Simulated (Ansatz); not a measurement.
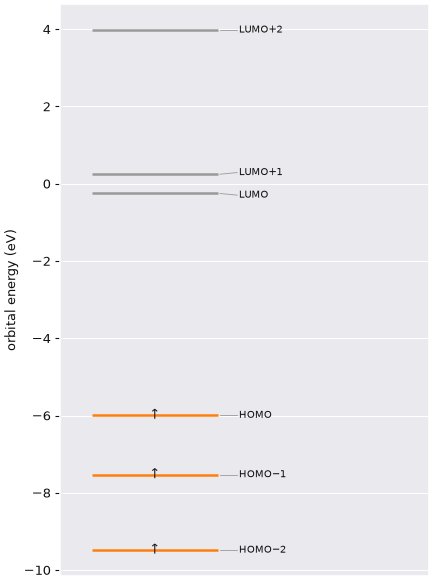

PH₂, SMILES [PH2], doublet. Kohn-Sham orbital energies near the frontier (alpha spin), PBE/def2-TZVPP with the Ansatz code 0.2.0, at a PBE0-D4/def2-TZVP geometry (a minimum by its frequencies), isolated molecule; empty levels in grey, levels within 0.03 eV side by side.

Where do the highest filled and lowest empty alpha orbitals lie?

HOMO at −5.99 eV, LUMO at −0.25 eV, 5.74 eV apart.

And the beta frontier levels?

Beta HOMO −7.18 eV, beta LUMO −4.13 eV.

List the levels.

```tsv
orbital	energy (eV)
LUMO+2	3.98
LUMO+1	0.25
LUMO	−0.25
HOMO	−5.99
HOMO−1	−7.53
HOMO−2	−9.48
```

Known limits of this run: empty levels above zero depend strongly on the basis.
